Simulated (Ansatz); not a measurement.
**Cl₂H₂O₂Si: density, localisation and related maps**

The calculation's input:

```
crystal:
  periodic: [false, false, false]
  atoms:
    - {symbol: Si, position_ang: [0.096140, 0.169720, 0.207714]}
    - {symbol: O, position_ang: [-0.759955, 0.190694, -1.169655]}
    - {symbol: O, position_ang: [1.376334, -0.796214, 0.016908]}
    - {symbol: H, position_ang: [1.221984, -1.679306, -0.324589]}
    - {symbol: Cl, position_ang: [0.817043, 1.999277, 0.693986]}
    - {symbol: Cl, position_ang: [-1.113045, -0.458248, 1.730779]}
    - {symbol: H, position_ang: [-1.638502, 0.574178, -1.155245]}
basis:
  gaussian: {orbitals: def2-TZVPP}
hamiltonian: {xc: pbe0, dispersion: d4}
output: {orbitals: {seedname: orbitals}}
```

Command:

```sh
ansatz run in.yaml --threads 4 --pin off --events-out ev --progress --plain --max-ram 9574MiB
```

The reactant side of a reaction path; geometry: PBE0-D4/def2-TZVP.

The calculation used Ansatz, RKS PBE0-D4/def2-TZVPP.

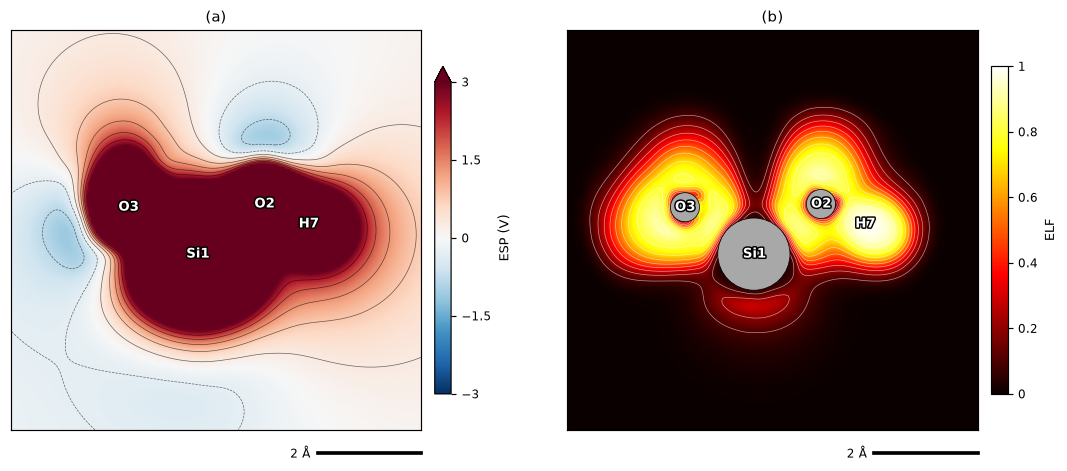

Figure 1. (a) electrostatic potential; (b) electron localisation function on the plane of atoms O2, Si1 and O3. Grey discs cover the atomic cores in the ELF map.

Read the bonding off the picture.

Answer. The section cuts through Si, O and H sites. Si–O (1.62 Å): the ELF peaks at about 0.90 between the atoms (a polar covalent bond). O–H (0.96 Å): the ELF climbs to about 1 towards the hydrogen, as it does in any bond to H (an ordinary covalent bond to hydrogen). The ELF also peaks beside O3 and O2, away from the bonds: lone-pair regions. Outside the dense part of the molecule the potential is most negative (−1.1 V) near O3.

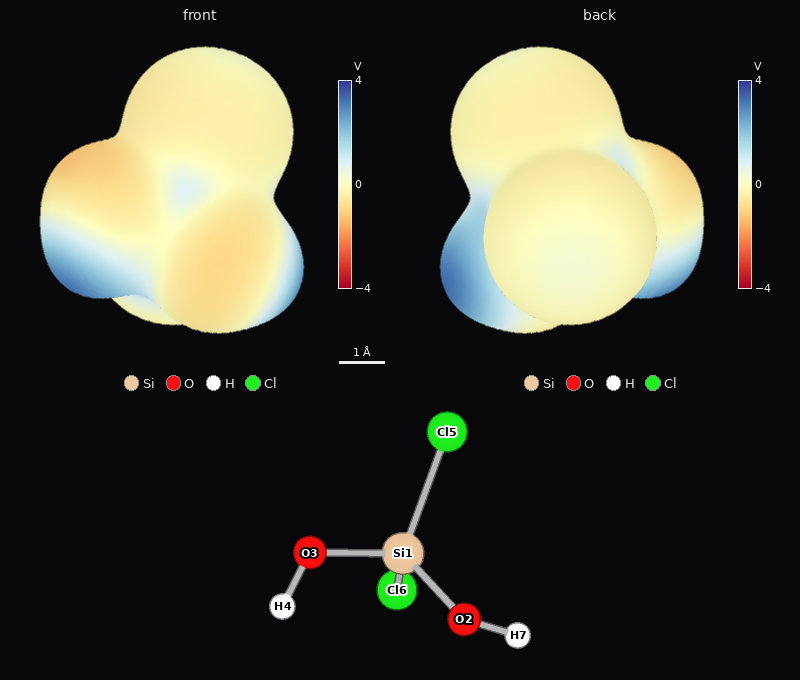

Figure 2. The molecular electrostatic potential painted on the density surface at 0.002 e/bohr³, seen from the front and from behind; the colour scale runs from red (negative) to blue (positive). The bare structure is drawn below in the same view.

Which sites attract a positive test charge, and which a negative one?

Answer. A positive charge is drawn to the negative regions and a negative charge to the positive ones. The most negative region (about −1.1 V) lies over O3, the most positive (about +3.1 V) over H4 and H7. Cl5 shows a σ-hole: about +0.2 V at the tip opposite its bond, against about −0.3 V on its flanks. Cl6 shows a σ-hole: about +0.3 V at the tip opposite its bond, against about −0.2 V on its flanks. O3 is the likeliest acceptor of a hydrogen bond.

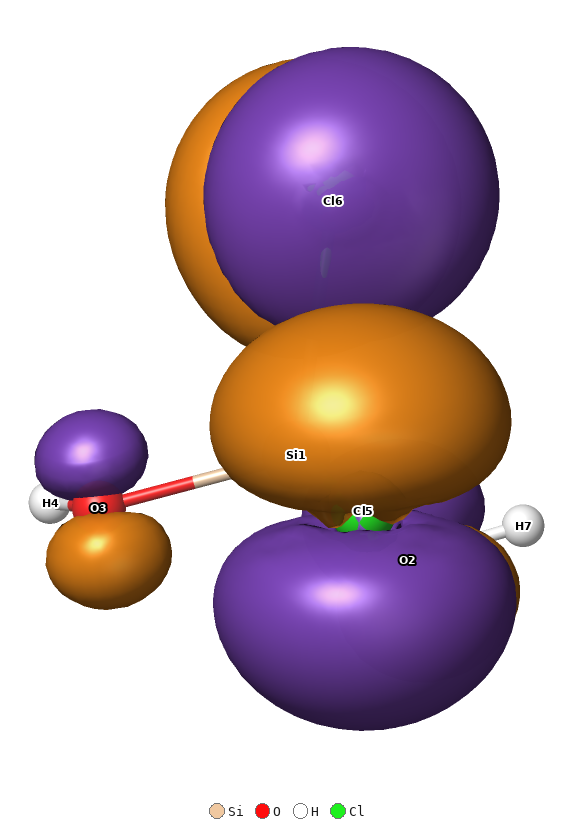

Figure 3. The HOMO at ±0.08 Å⁻³ᐟ² (orange and purple are the two phases), seen from one side.

Where does this orbital lie, and at what energy?

Answer. By Hirshfeld shares it lies mainly on Cl5 (about 45 %), Cl6 (about 40 %) and O2 (about 5 %); largely a combination of lone pairs on Cl5, Cl6 and O2. Its energy is −9.15 eV.
